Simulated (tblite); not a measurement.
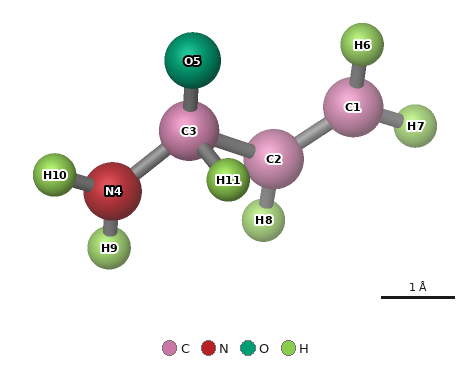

*The structure as given in the input (ball-and-stick view, seen at a tilt; atoms are numbered from 1 in the order of the input).*

**Geometry relaxation of C3H6NO (charge −1)**

The run: geometry relaxation of C3H6NO, charge −1. Method and program: GFN2-xTB geometry optimisation, gas phase (tblite 0.8.0).

**The program's output**
```
step      E/eV     max force
  0    -448.51198    7.039
  1    -449.54576    4.303
  2    -450.11668    2.698
  3    -450.60109    1.312
  4    -450.71260    1.126
  5    -450.89917    0.993
  6    -450.94598    0.785
  7    -450.99813    0.589
  8    -451.02689    0.620
  9    -451.05347    0.551
 10    -451.07382    0.441
 11    -451.09276    0.427
 12    -451.10506    0.354
 13    -451.11309    0.201
 14    -451.11713    0.214
 15    -451.11967    0.204
 16    -451.12322    0.166
 17    -451.12736    0.239
 18    -451.13217    0.276
 19    -451.13647    0.239
 20    -451.14068    0.191
 21    -451.14466    0.211
 22    -451.14861    0.242
 23    -451.15232    0.205
 24    -451.15491    0.127
 25    -451.15658    0.124
 26    -451.15832    0.135
 27    -451.16037    0.164
 28    -451.16205    0.128
 29    -451.16324    0.099
 30    -451.16434    0.094
 31    -451.16556    0.131
 32    -451.16685    0.136
 33    -451.16812    0.115
 34    -451.16972    0.123
 35    -451.17168    0.157
 36    -451.17506    0.218
 37    -451.17795    0.164
 38    -451.18034    0.136
 39    -451.18137    0.287
 40    -451.18348    0.184
 41    -451.18480    0.124
 42    -451.18649    0.186
 43    -451.18731    0.092
 44    -451.18877    0.091
 45    -451.19116    0.345
 46    -451.19347    0.155
 47    -451.19618    0.206
 48    -451.17125    1.406
 49    -451.20056    0.289
 50    -451.20351    0.194
 51    -451.19658    1.154
 52    -451.21091    0.168
 53    -451.21503    0.225
 54    -451.20221    1.172
 55    -451.22181    0.234
 56    -451.22598    0.284
 57    -451.21456    1.230
 58    -451.23506    0.282
 59    -451.24024    0.321
 60    -451.23043    1.245
 61    -451.25161    0.278
 62    -451.25726    0.305
 63    -451.25055    1.151
 64    -451.26893    0.222
 65    -451.27397    0.247
 66    -451.26628    1.028
 67    -451.28354    0.156
 68    -451.28751    0.169
 69    -451.28671    0.772
 70    -451.29592    0.175
 71    -451.29897    0.161
 72    -451.29775    0.722
 73    -451.30809    0.148
 74    -451.31149    0.147
 75    -451.31553    0.670
 76    -451.32659    0.200
 77    -451.33208    0.176
 78    -451.33955    0.503
 79    -451.34661    0.178
 80    -451.34879    0.114
 81    -451.35151    0.145
 82    -451.35198    0.125
 83    -451.35247    0.093
 84    -451.35327    0.063
 85    -451.35367    0.052
 86    -451.35397    0.042
 87    -451.35406    0.027
 88    -451.35410    0.019
 89    -451.35415    0.018
 90    -451.35419    0.021
 91    -451.35423    0.024
 92    -451.35427    0.026
 93    -451.35432    0.023
 94    -451.35436    0.017
 95    -451.35440    0.015
 96    -451.35444    0.016
 97    -451.35452    0.022
 98    -451.35465    0.035
 99    -451.35484    0.039
100    -451.35503    0.036
101    -451.35517    0.040
102    -451.35530    0.038
103    -451.35544    0.042
104    -451.35560    0.050
105    -451.35577    0.038
106    -451.35591    0.027
107    -451.35600    0.030
108    -451.35604    0.024
109    -451.35607    0.018
110    -451.35609    0.012
111    -451.35610    0.012
112    -451.35612    0.012
113    -451.35614    0.009
```

**Trajectory as extended XYZ (Å, eV, eV/Å), 10 of the 114 frames kept, from step=0 to step=113**
```
11
Properties=species:S:1:pos:R:3:forces:R:3 step=0 energy=-448.51198
C    -1.7514   -0.2050    0.3684   -2.4730  -0.0170   1.0900
C    -0.5784   -0.3952   -0.1953    2.2410  -1.1240   1.1190
C     0.6173    0.4391    0.2116   -5.0000   0.3950  -3.5710
N     1.7555    0.1614   -0.4637    5.5530  -2.6150  -1.2000
O     0.5274    1.3355    1.0437    1.2060   2.2860   6.5470
H    -1.9094    0.6001    1.0992    0.1830  -0.6130  -0.3950
H    -2.6313   -0.8059    0.0957    0.1610   0.4760  -0.0900
H    -0.4033   -1.1901   -0.9050    0.0220  -0.1080  -0.2920
H     1.8318   -0.6039   -1.1232    0.1510   0.1800   0.4370
H     2.5756    0.6842   -0.2197    0.1650  -0.2310   0.0040
H     0.2305    1.0665   -0.6322   -2.2080   1.3710  -3.6490
11
Properties=species:S:1:pos:R:3:forces:R:3 step=13 energy=-451.11309
C    -1.7872   -0.2486    0.3891   -0.0940  -0.0400   0.0770
C    -0.5887   -0.4137   -0.1401   -0.0600  -0.0080   0.0020
C     0.5353    0.6189    0.0770   -0.1190  -0.1350  -0.0330
N     1.8477   -0.0908   -0.2484    0.0480   0.0030  -0.0150
O     0.5599    1.2890    1.1601    0.0230   0.0280  -0.0050
H    -1.9346    0.5404    1.1145   -0.0050  -0.0660  -0.1300
H    -2.6553   -0.8578    0.1390    0.1310  -0.0050   0.0980
H    -0.3923   -1.2112   -0.8577   -0.0260   0.1060   0.0180
H     1.8107   -0.4793   -1.1939   -0.0380   0.0980   0.0570
H     2.5318    0.6616   -0.2642    0.1400  -0.1290   0.0640
H     0.3371    1.2781   -0.8961    0.0010   0.1480  -0.1320
11
Properties=species:S:1:pos:R:3:forces:R:3 step=25 energy=-451.15658
C    -1.7855   -0.2669    0.4098   -0.0050  -0.0220   0.0360
C    -0.6103   -0.3588   -0.1801   -0.0010   0.0190   0.0260
C     0.5164    0.6699    0.0256    0.0670  -0.0120   0.0410
N     1.7983   -0.1381   -0.2545   -0.0230   0.0210  -0.0470
O     0.5423    1.3409    1.1100    0.0110  -0.0030  -0.0080
H    -1.9802    0.5386    1.0961    0.0400   0.0380   0.0700
H    -2.5868   -0.9798    0.2596   -0.0870  -0.0390  -0.0560
H    -0.4047   -1.1645   -0.8804    0.0260  -0.0020   0.0020
H     1.7967   -0.3911   -1.2416    0.0560  -0.0220  -0.0550
H     2.5860    0.4922   -0.1183   -0.0830   0.0100   0.0920
H     0.3921    1.3443   -0.9468   -0.0020   0.0120  -0.1000
11
Properties=species:S:1:pos:R:3:forces:R:3 step=38 energy=-451.18034
C    -1.7883   -0.2733    0.4535   -0.0100  -0.0710   0.0340
C    -0.6330   -0.3529   -0.1805   -0.0570   0.0390  -0.0050
C     0.5092    0.6664   -0.0327   -0.0090   0.0170  -0.0710
N     1.7759   -0.1657   -0.2882    0.0890  -0.0230  -0.0220
O     0.5751    1.3935    1.0127   -0.0610   0.0090  -0.0230
H    -1.9692    0.4941    1.1904    0.1200   0.0150  -0.0620
H    -2.6034   -0.9727    0.2918   -0.0080  -0.0200  -0.0240
H    -0.4511   -1.1333   -0.9192   -0.0470   0.0610   0.0690
H     1.9382   -0.2417   -1.2923    0.0100   0.0140   0.0260
H     2.5396    0.3857    0.0967   -0.0220  -0.0290   0.0030
H     0.3714    1.2865   -1.0528   -0.0040  -0.0110   0.0740
11
Properties=species:S:1:pos:R:3:forces:R:3 step=50 energy=-451.20351
C    -1.7697   -0.2964    0.5128   -0.0040   0.0530  -0.0400
C    -0.6687   -0.3389   -0.2121    0.0800  -0.0060  -0.0060
C     0.4831    0.6833   -0.1234   -0.0160  -0.0340  -0.0230
N     1.7484   -0.1927   -0.3402    0.1780   0.0430   0.0630
O     0.5498    1.4666    0.8847   -0.0170  -0.0550  -0.0250
H    -1.8830    0.4630    1.2693   -0.0010  -0.0060   0.0060
H    -2.5972   -0.9871    0.3747    0.0140   0.0080   0.0670
H    -0.5355   -1.1004   -0.9763    0.0090   0.0280  -0.0100
H     2.1274   -0.0170   -1.2700   -0.0250   0.0190   0.0230
H     2.4411    0.1725    0.3159   -0.1760  -0.0680  -0.0390
H     0.3686    1.2339   -1.1560   -0.0420   0.0180  -0.0150
11
Properties=species:S:1:pos:R:3:forces:R:3 step=63 energy=-451.25055
C    -1.6701   -0.3043    0.5833    0.0680  -0.0160  -0.0750
C    -0.7034   -0.3619   -0.3155   -0.1530  -0.0200   0.1840
C     0.4271    0.6789   -0.2897    0.0680   0.0330   0.0230
N     1.7166   -0.1760   -0.4322    0.8700   0.4580   0.1750
O     0.4241    1.5022    0.6960    0.1480   0.0910  -0.0820
H    -1.5887    0.4681    1.3382   -0.0590  -0.1060  -0.0620
H    -2.5333   -0.9642    0.6253    0.0870   0.0260  -0.0350
H    -0.6709   -1.0889   -1.1211   -0.0290  -0.0100   0.0430
H     2.4091    0.3705   -1.0037   -0.6860  -0.4900   0.7840
H     2.1045   -0.2021    0.5387   -0.3090   0.0290  -0.9420
H     0.3493    1.1642   -1.3398   -0.0040   0.0050  -0.0150
11
Properties=species:S:1:pos:R:3:forces:R:3 step=75 energy=-451.31553
C    -1.5979   -0.3167    0.6296    0.0410   0.0320   0.0690
C    -0.7064   -0.3619   -0.3399   -0.0140   0.0760   0.0050
C     0.4206    0.6964   -0.3983   -0.0560   0.0510   0.0620
N     1.7021   -0.1498   -0.4892    0.4580   0.2480   0.4220
O     0.4601    1.5899    0.5307   -0.2090  -0.0560  -0.0910
H    -1.4567    0.4664    1.3593   -0.1030  -0.0090   0.0970
H    -2.4402   -0.9889    0.7656    0.0600   0.0100  -0.0890
H    -0.7400   -1.0960   -1.1435    0.0830   0.0790   0.0910
H     2.4329    0.5613   -0.6636   -0.2470  -0.4670   0.1050
H     1.8569   -0.4314    0.4982   -0.0280   0.0810  -0.6390
H     0.3330    1.1173   -1.4696    0.0160  -0.0460  -0.0310
11
Properties=species:S:1:pos:R:3:forces:R:3 step=88 energy=-451.35410
C    -1.5928   -0.3145    0.6612    0.0040   0.0010  -0.0030
C    -0.6936   -0.3162   -0.3035   -0.0050  -0.0080   0.0020
C     0.4195    0.7393   -0.4131   -0.0010  -0.0090  -0.0050
N     1.6919   -0.1412   -0.5093    0.0120   0.0150   0.0020
O     0.4602    1.6704    0.4697   -0.0010  -0.0040   0.0120
H    -1.5409    0.4523    1.4179   -0.0060   0.0130  -0.0010
H    -2.3961   -1.0399    0.7467    0.0090   0.0030  -0.0070
H    -0.6939   -1.0671   -1.0883   -0.0030  -0.0080   0.0080
H     2.4611    0.5182   -0.6244   -0.0020   0.0060  -0.0100
H     1.8174   -0.5197    0.4300   -0.0080  -0.0130  -0.0020
H     0.3315    1.1051   -1.5075    0.0010   0.0030   0.0020
11
Properties=species:S:1:pos:R:3:forces:R:3 step=100 energy=-451.35503
C    -1.5992   -0.3049    0.6578    0.0030  -0.0050  -0.0070
C    -0.6860   -0.3269   -0.2936   -0.0260  -0.0090   0.0130
C     0.4204    0.7337   -0.4069   -0.0020   0.0020   0.0000
N     1.7010   -0.1308   -0.5321   -0.0090   0.0080   0.0220
O     0.4619    1.6527    0.4889    0.0220   0.0130   0.0050
H    -1.5622    0.4791    1.3971    0.0060   0.0140   0.0050
H    -2.3992   -1.0325    0.7470   -0.0150  -0.0070   0.0010
H    -0.6795   -1.0964   -1.0593    0.0290  -0.0080  -0.0200
H     2.4633    0.5406   -0.6170    0.0040   0.0200  -0.0300
H     1.8286   -0.5424    0.3928   -0.0120  -0.0240   0.0080
H     0.3153    1.1145   -1.4952   -0.0010  -0.0050   0.0040
11
Properties=species:S:1:pos:R:3:forces:R:3 step=113 energy=-451.35614
C    -1.6214   -0.2965    0.6470   -0.0070   0.0040  -0.0050
C    -0.6767   -0.3386   -0.2720    0.0070   0.0020  -0.0020
C     0.4251    0.7276   -0.3810    0.0030  -0.0020  -0.0030
N     1.7047   -0.1263   -0.5546    0.0030   0.0010   0.0070
O     0.4840    1.6314    0.5293    0.0020  -0.0040  -0.0010
H    -1.6079    0.5065    1.3673   -0.0040  -0.0040   0.0020
H    -2.4255   -1.0213    0.7261    0.0010  -0.0020   0.0050
H    -0.6341   -1.1239   -1.0211   -0.0050   0.0010   0.0040
H     2.4597    0.5504   -0.6611    0.0050   0.0020  -0.0030
H     1.8647   -0.5499    0.3600   -0.0030   0.0010  -0.0020
H     0.2918    1.1273   -1.4604   -0.0010   0.0030  -0.0010
```

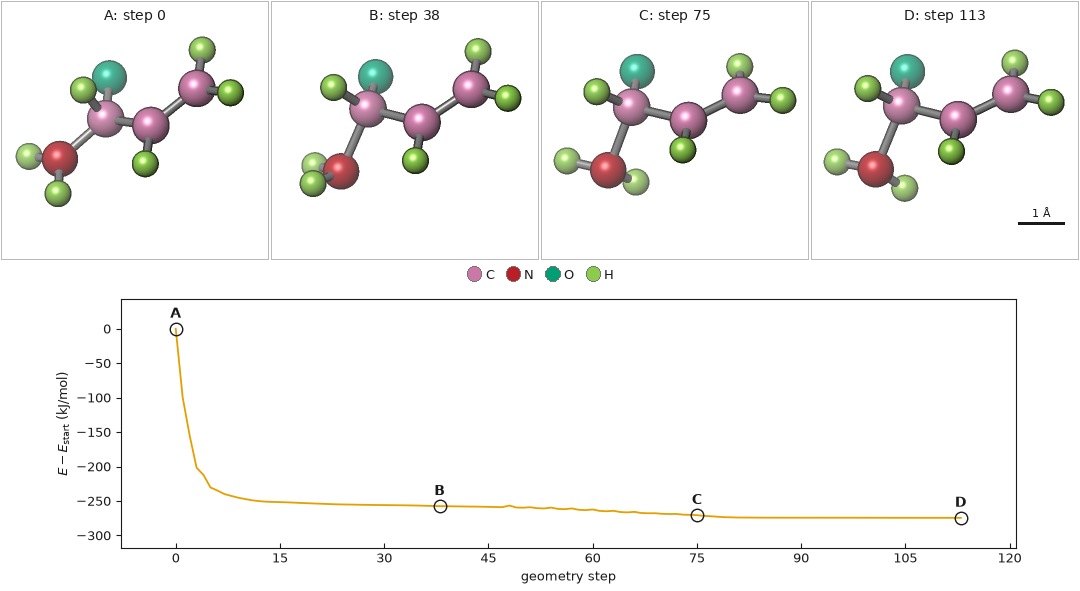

*Frames of the relaxation (ball-and-stick view, seen at a tilt) above the curves, on which the letters mark them (steps are counted from 0).*

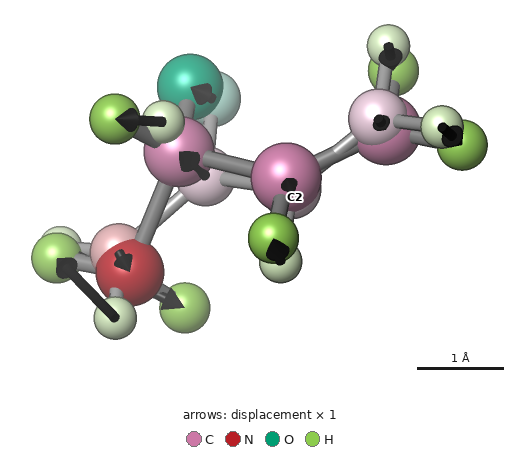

*Start (faint) and end (solid) with the displacements as black arrows, at true length (ball-and-stick view, seen at a tilt). The two geometries are laid on each other by the best rigid fit.*

The atom that moves furthest after the best rigid fit is H10 (1.63 Å). Largest moves by element: H 1.63 Å, C 0.61 Å, O 0.38 Å, N 0.30 Å. Distances before and after: C3–N4 1.352 → 1.548 Å, C3–O5 1.226 → 1.284 Å, C3–H11 1.120 → 1.159 Å, C2–C3 1.514 → 1.537 Å. Among the angles that change: C2–C3–H11 80.4° → 102.9°, O5–C3–H11 94.4° → 115.0°, C3–N4–H9 122.9° → 104.9°. Over 113 geometry steps the energy falls by 274.4 kJ/mol. Largest force component: 6.5 eV/Å at the start, 0.007 eV/Å at the end. (Atoms are counted from 1 in the order of the input.)

The run was set up as follows.

**Input**
```
{"job": {"kind": "relax", "xc": "GFN2-xTB", "basis": "xTB"}, "charge": -1, "multiplicity": 1}
C     -1.751400    -0.205000     0.368400
C     -0.578400    -0.395200    -0.195300
C      0.617300     0.439100     0.211600
N      1.755500     0.161400    -0.463700
O      0.527400     1.335500     1.043700
H     -1.909400     0.600100     1.099200
H     -2.631300    -0.805900     0.095700
H     -0.403300    -1.190100    -0.905000
H      1.831800    -0.603900    -1.123200
H      2.575600     0.684200    -0.219700
H      0.230500     1.066500    -0.632200
```

The first line tells a small driver script what to run in tblite; the rest is the geometry in Å.

Command:
```bash
OMP_NUM_THREADS=1 python <driver script> task.json out
```

**Key numbers**

| quantity | value |
| --- | --- |
| outcome | converged |
| total energy | −451.3561 eV |
| hardware | 1 CPU thread, shared host |
| wall time | 0.77 s |
| peak memory | 0.32 GiB |
